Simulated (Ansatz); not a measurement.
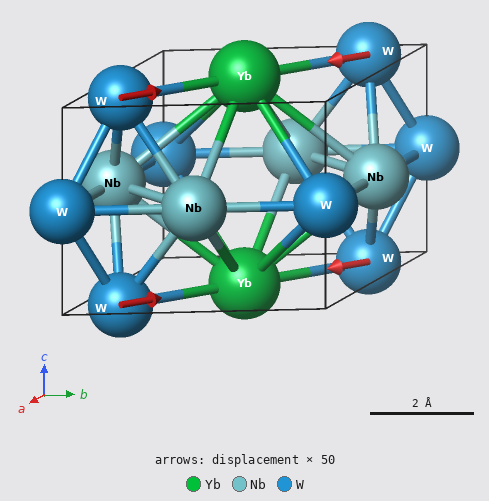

This is a relaxation of a crystal of YbNb$_{2}$W$_{3}$ (a generated structure, set up in Cmmm) (coarse preliminary run). The starting structure is drawn; red arrows show the displacements (the part carried along by the change of the cell is left out), magnified 50 times.

Style: ball-and-stick. Shown: the cell of the calculation, slightly off an axis.

The calculation used DFT PBE, scalar-relativistic, plane waves, PAW (Ansatz 0.2.0). Set-up: plane-wave cutoff 420 eV; k-point mesh 4 × 4 × 4; occupations gaussian; smearing width 0.1 eV; no spin polarisation; cell and atoms relaxed; force threshold 0.04 eV/Å; at most 70 steps.

Question: What happened in the run?

Answer: After 5 accepted moves (6 points after the start) the energy has fallen by 2.918 eV per cell of the calculation. Largest force component: 1.2 eV/Å at the start, 0.0021 eV/Å at the end. Pressure: 49.04 GPa at the start and 0.03 GPa at the end. The SCF was repeated once at an unchanged geometry on a basis and grid sized afresh for the cell, which shifted the energy by 7.3 meV per cell of the calculation at most. The largest moves relative to the cell, 0.020 Å, are those of W atoms. Nb and Yb stay in place. The drawn cell changes as follows: a = b 5.178 → 5.615 Å (+8.4 %), c 4.167 → 4.372 Å (+4.9 %), γ 118.3° → 118.8°; the volume changes by +22.8 %. Near-neighbour distances that change, for instance: W–W 2.848 → 3.136 Å, W–Yb 3.012 → 3.261 Å, Nb–Yb 3.323 → 3.558 Å, W–W 3.098 → 3.325 Å. The space group stays Cmmm (No. 65). Cost: 37 s on 1 thread of AMD EPYC 9R14 (Zen 4) (shared host), peak memory 0.55 GiB.

Limits of the set-up: the k-point mesh is coarse for a cell with partly filled bands; 4f states are treated without a Hubbard U.
